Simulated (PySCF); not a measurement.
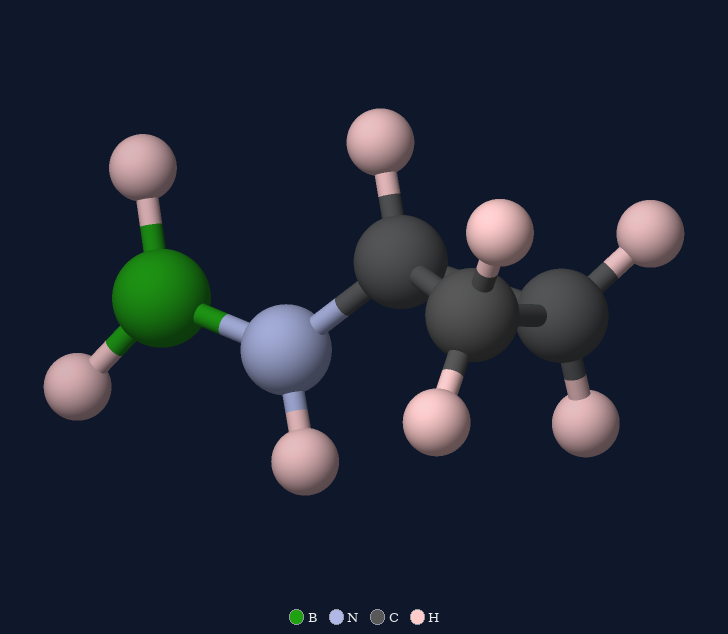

The picture shows a molecular structure as a ball-and-stick model. Every bond is drawn as one stick, whatever its order.

The geometry was computed by an optimisation with GFN2-xTB. No frequency run is at hand to confirm it as a minimum.

Question: Count the atoms of each element.

Answer: C3H8BN, 13 atoms: 3 carbon, 8 hydrogen, 1 boron and 1 nitrogen.

Question: Give a SMILES string for it.

Answer: BNC1CC1

More results for the same structure follow; atom numbers are the same in all pictures, views and colours differ.

Shape

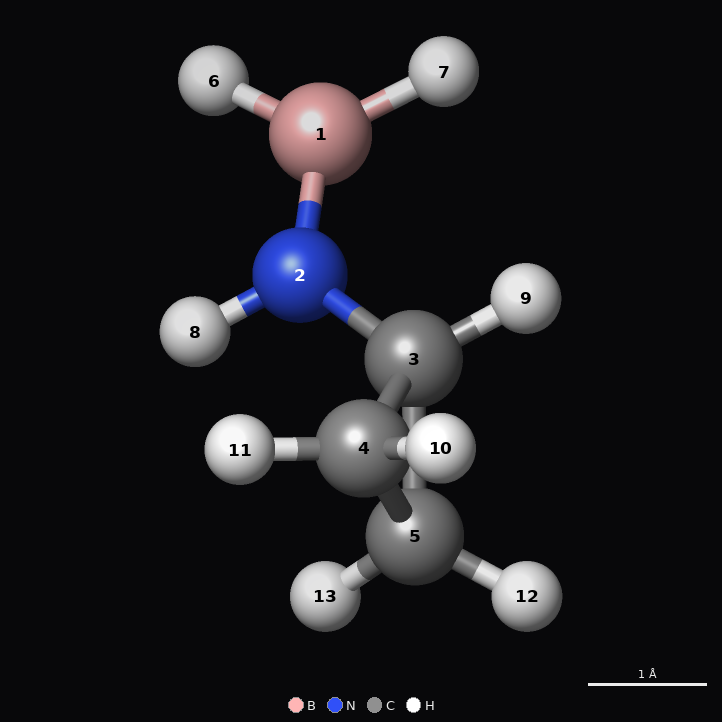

Numbered structure. No frequency run is at hand to confirm it as a minimum.

Which atoms are bonded, and how long are the bonds?

```json
{"bond": "B1–N2", "length (Å)": "1.378", "order": "single"}
{"bond": "B1–H6", "length (Å)": "1.171", "order": "single"}
{"bond": "B1–H7", "length (Å)": "1.172", "order": "single"}
{"bond": "N2–C3", "length (Å)": "1.424", "order": "single"}
{"bond": "N2–H8", "length (Å)": "1.011", "order": "single"}
{"bond": "C3–C4", "length (Å)": "1.502", "order": "single"}
{"bond": "C3–C5", "length (Å)": "1.502", "order": "single"}
{"bond": "C3–H9", "length (Å)": "1.082", "order": "single"}
{"bond": "C4–C5", "length (Å)": "1.503", "order": "single"}
{"bond": "C4–H10", "length (Å)": "1.079", "order": "single"}
{"bond": "C4–H11", "length (Å)": "1.080", "order": "single"}
{"bond": "C5–H12", "length (Å)": "1.079", "order": "single"}
{"bond": "C5–H13", "length (Å)": "1.080", "order": "single"}
```

Electronic properties

No frequency run is at hand to confirm it as a minimum. Level of theory: ωB97X-D/def2-SVPD, gas phase (PySCF 2.14.0). Excitations: vertical, linear response.

Question: What is the lowest vertical singlet excitation?

Answer: 7.02 eV.

Question: Give the mean static polarisability at this level.

Answer: 58.2 bohr³.

Question: What is the HOMO–LUMO gap?

Answer: 11.22 eV.

Question: Estimate the HOMO energy (Kohn–Sham orbital).

Answer: −9.02 eV.

Spin–spin coupling

No frequency run is at hand to confirm it as a minimum. Properties computed with B3LYP/pcJ-1 indirect spin-spin coupling, non-relativistic, gas phase (PySCF 2.14.0). Isotopes: 11B, 13C, 1H, 15N.

Give the spin–spin coupling constants of these pairs, with the number of bonds between them: B1/N2, B1/H6, B1/H7, N2/C3, B1/C3, N2/H7, B1/H9, B1/C5.

```csv
pair,bonds apart,J (Hz)
"B1, N2",1,−30.1
"B1, H6",1,134.0
"B1, H7",1,133.4
"N2, C3",1,−13.7
"B1, C3",2,2.9
"N2, H7",2,−1.6
"B1, H9",3,3.6
"B1, C5",3,1.3
```

NMR shielding

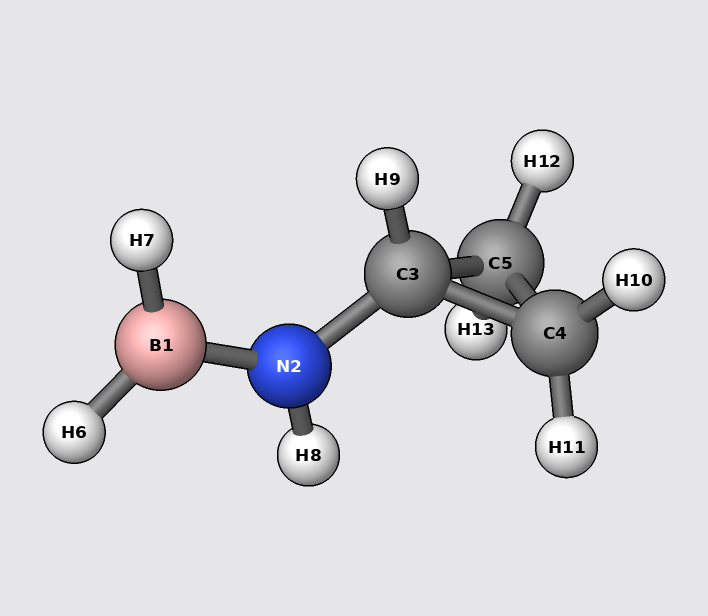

No frequency run is at hand to confirm it as a minimum. Method: GIAO PBE0/pcSseg-1 NMR shielding, non-relativistic, gas phase (PySCF 2.14.0). Principal shieldings σ11 ≤ σ22 ≤ σ33, span Ω = σ33 − σ11, skew κ = 3(σiso − σ22)/Ω.

Give the shielding tensors of the N atoms.

```json
{"atom": "N2", "σ11": "−0.8", "σ22": "142.1", "σ33": "177.2", "σiso": "106.2", "Ω": "178.0", "κ": "−0.61"}
```

Shieldings and span in ppm.

The geometry is semi-empirical. Around B such bond lengths and angles can be off by a tenth of an ångström or more and by several degrees, and values that hang on the shape move with them.
